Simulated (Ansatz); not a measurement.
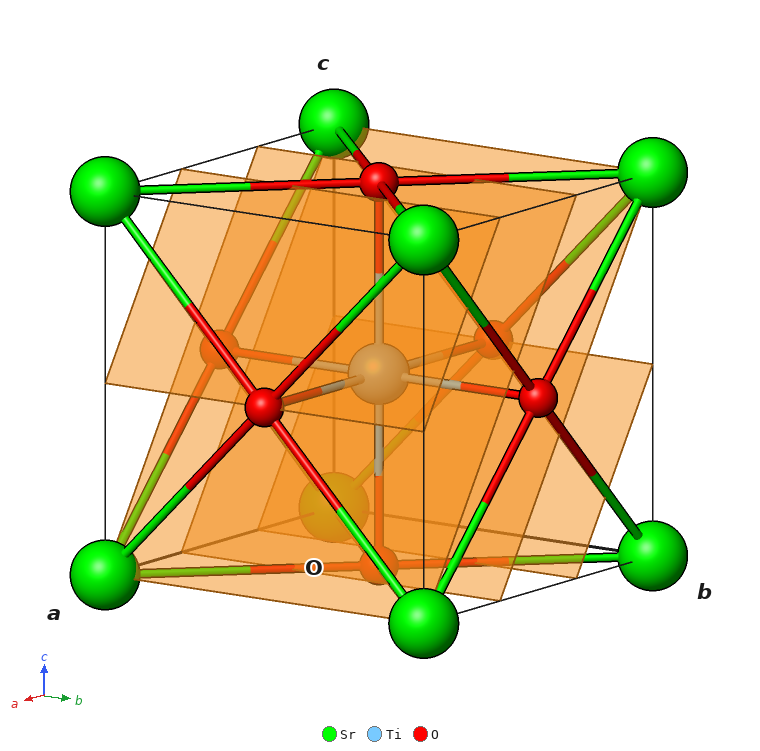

Every member of one family of equally spaced planes, hx + ky + lz = a whole number, that cuts the unit cell is shaded (one member passes through the origin O, touching the cell only at an edge or corner). Crystal: SrTiO3, the input geometry of an electronic-structure calculation (not necessarily at equilibrium). Symmetry computed with spglib at a tolerance of 0.002 Å; standard conventional cell.

a = 3.907 Å, b = 3.907 Å, c = 3.907 Å, α = 90.00°, β = 90.00°, γ = 90.00°.

### Index the planes.

(3 0 2); the opposite sign names the same planes. The member next to the origin meets the axes a at 1/3, b never, c at 1/2.

### What is the spacing?

d = 1.084 Å.

### Which atoms of the cell lie in these planes (within 0.03 Å)?

The Sr atom, 1 of the 3 O.
